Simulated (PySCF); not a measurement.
# CHCl3W (charge +1, doublet): what the fields show

```xyz
6

W    -0.0340   -0.0132   -0.5549
C     0.1940   -0.0150    1.2416
H     0.3163   -0.0013    2.3333
Cl    2.0499    0.0395   -1.2637
Cl   -1.2376    1.8090   -0.9421
Cl   -1.2750   -1.8109   -0.9008
```

Geometry: PBE0-D3(BJ)/def2-SVP; core potentials replace the inner electrons of W.

All numbers below come from DFT single point, gas phase, functional PBE0 (PySCF 2.14.0, density-fitted response routines).

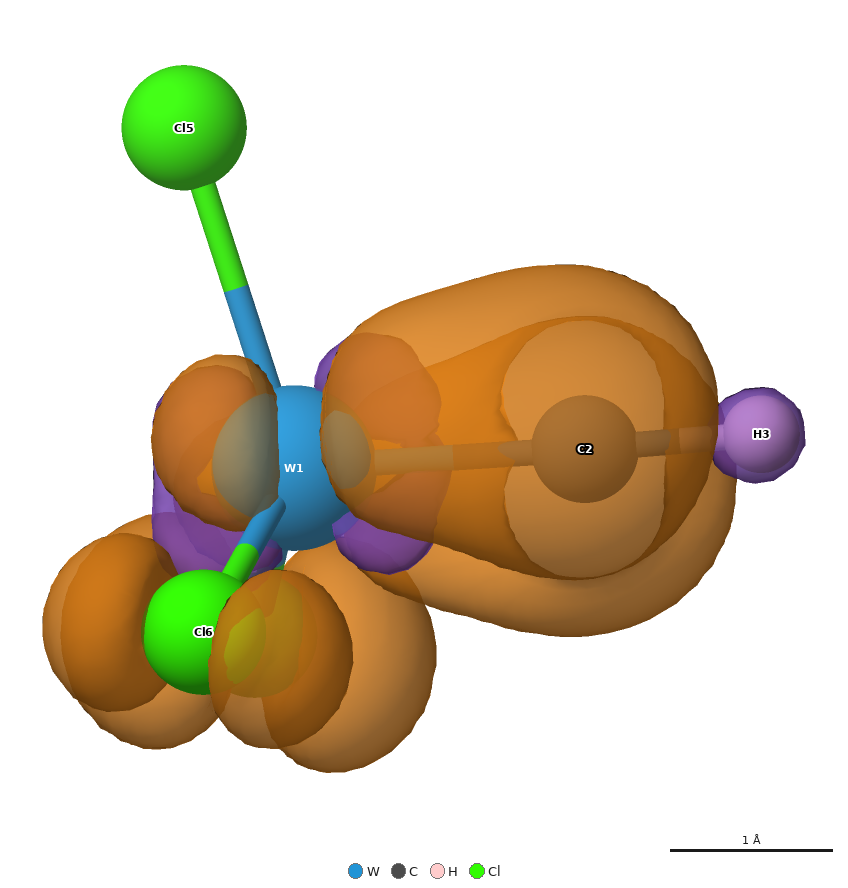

Figure 1. Isosurfaces of the spin density (α minus β) at +0.02 (orange) and −0.02 e/Å³ (purple), seen from one side.

Where is the unpaired spin?

The unpaired spin (1 electron) lies mostly on C2 (about 0.6), W1 (about 0.2), Cl4 (about 0.2) and Cl6 (about 0.1), in electrons by Hirshfeld's partition.

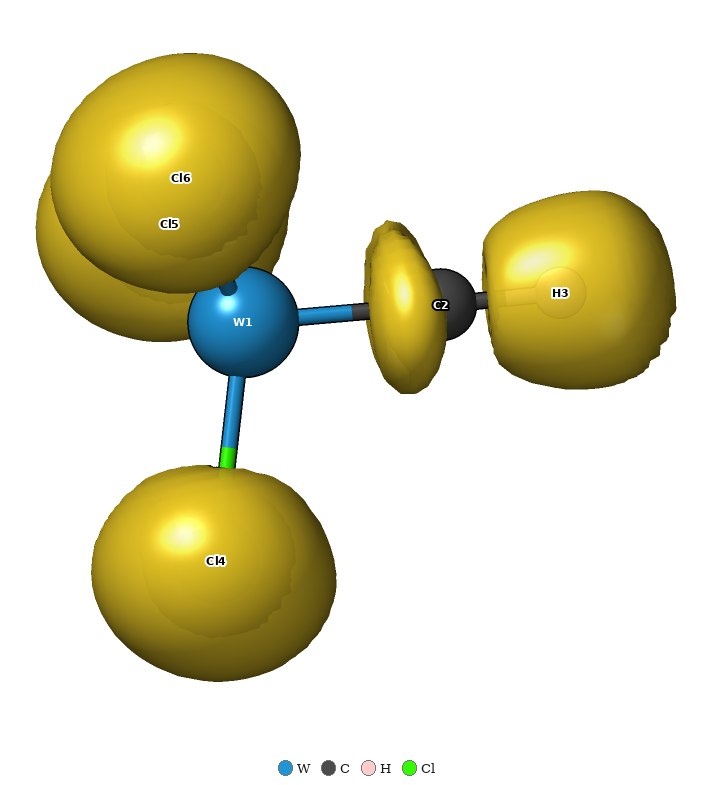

Figure 2. Isosurface of the electron localisation function at 0.8 (yellow), seen across its widest extent. Only the valence region is drawn (cores and ρ < 0.01 e/Å³ removed).

What do the ELF domains correspond to?

The surface consists of one region around a hydrogen nucleus, one lobe of the valence shell of C pointing towards W (polar bonds) and three regions wrapped around Cl (the valence shell of each).


C–W (1.81 Å): the ELF peaks at about 0.85 in the valence shell of C, 0.6 Å from its nucleus, and is about 0.40 at the midpoint. W–Cl (2.20 Å): the ELF peaks at about 0.85 in the valence shell of Cl, 0.8 Å from its nucleus, and is about 0.40 at the midpoint.

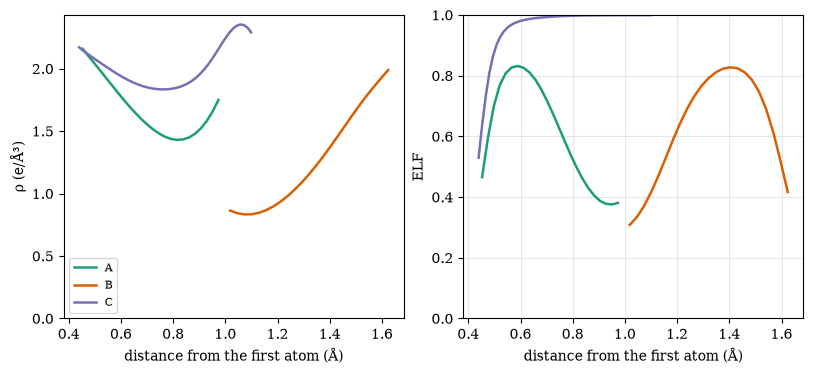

Figure 3. Electron density and electron localisation function along straight lines between neighbouring atoms. The curves leave out the atomic cores.

Which curve belongs to which contact (C–H, C–W and W–Cl)? The first atom named is at distance zero.

Curve A: C–W (1.81 Å): ρ is about 1.5 e/Å³ halfway; the ELF peaks at about 0.85 in the valence shell of C, 0.6 Å from its nucleus, and is about 0.40 at the midpoint. Curve B: W–Cl (2.20 Å): ρ at the midpoint is about 0.83 e/Å³; the ELF peaks at about 0.85 in the valence shell of Cl, 0.8 Å from its nucleus, and is about 0.40 at the midpoint. Curve C: C–H (1.10 Å): the density is about 2 e/Å³ at the midpoint; the ELF climbs to about 1 towards the hydrogen, as it does in any bond to H: a covalent bond by its length.
